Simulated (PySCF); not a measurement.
C₆H₁₁P (SMILES C1CP2CCC1C2)

```xyz
18

C    -1.3443    0.2557   -0.5135
C    -1.3672   -0.8623    0.5426
P     0.2046   -0.7177    1.5408
C     1.3067   -1.0920    0.0801
C     1.1178    0.0440   -0.9396
C     0.0115    0.9583   -0.4074
C     0.2810    1.0837    1.0874
H    -2.1425    0.9741   -0.3168
H    -1.4959   -0.1418   -1.5178
H    -2.2251   -0.7660    1.2109
H    -1.4123   -1.8583    0.0983
H     2.3420   -1.1592    0.4206
H     1.0341   -2.0681   -0.3251
H     2.0429    0.6144   -1.0425
H     0.8570   -0.3450   -1.9246
H     0.0043    1.9198   -0.9276
H     1.2601    1.5090    1.3104
H    -0.4834    1.6577    1.6122
```

Geometry: GFN2-xTB.

Level of theory: PBE0/pcSseg-1, SCF density, gas phase, non-relativistic in PySCF.

> What can the converged electron density and electron localisation function tell about the bonding?

C–C (1.54 Å): the density is about 1.6 e/Å³ at the midpoint; the ELF peaks at about 0.95 between the atoms (a covalent bond).
C–P (1.87 Å): ρ is about 1.1 e/Å³ halfway; the ELF peaks at about 0.95 between the atoms; a shared electron pair.
C–H (1.09 Å): ρ is about 2 e/Å³ halfway; the ELF climbs to about 1 towards the hydrogen, as it does in any bond to H: a covalent bond by its length.

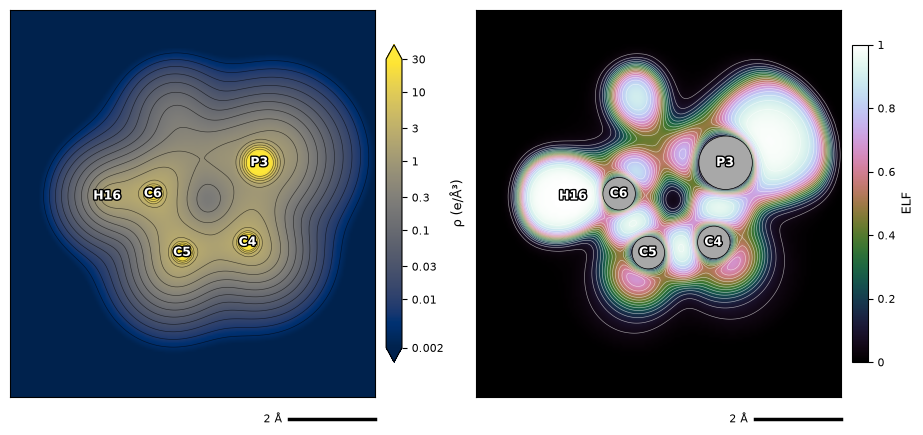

Computed electron density and electron localisation function on the plane of atoms P3, C4 and C5, in this order. Grey discs cover the atomic cores in the ELF map. 
